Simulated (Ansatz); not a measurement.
```xyz
6

C    -2.5355   -0.1594   -1.4469
Na    0.7661   -0.2588    1.1474
Si   -0.6346   -0.0348   -1.1687
H    -3.0805    0.6059   -0.8872
H    -2.7653   -0.0161   -2.5076
H    -2.9270   -1.1381   -1.1560
```

Geometry: B3LYP-D4/def2-TZVP.

All numbers below come from isolated molecule in a Gaussian basis; Kohn-Sham density functional theory, functional PBE0 (Ansatz).

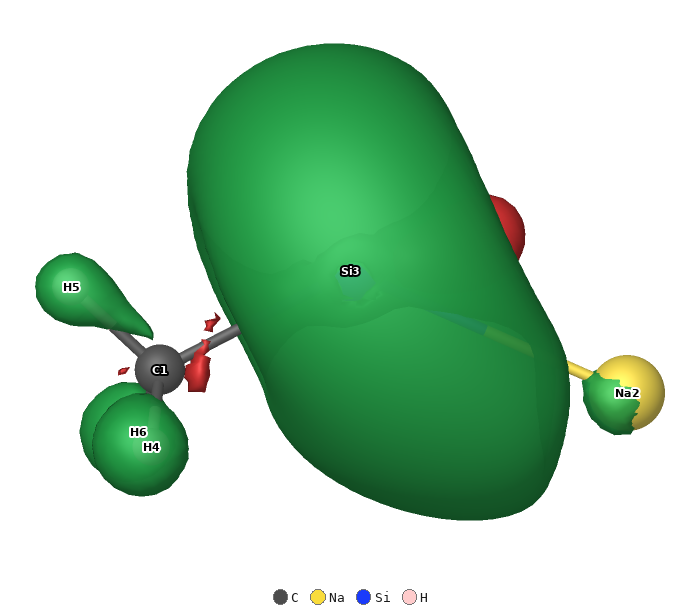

CH₃NaSi (SMILES C[Si][Na]) (triplet). Isosurfaces of the spin density at +0.015 (green) and −0.015 e/Å³ (red), seen across its widest extent.

Which atoms carry the spin?

Answer. The unpaired spin (2 electrons) lies mostly on Si3 (about 1.5), Na2 (about 0.3) and C1 (about 0.1), in electrons by Hirshfeld's partition.
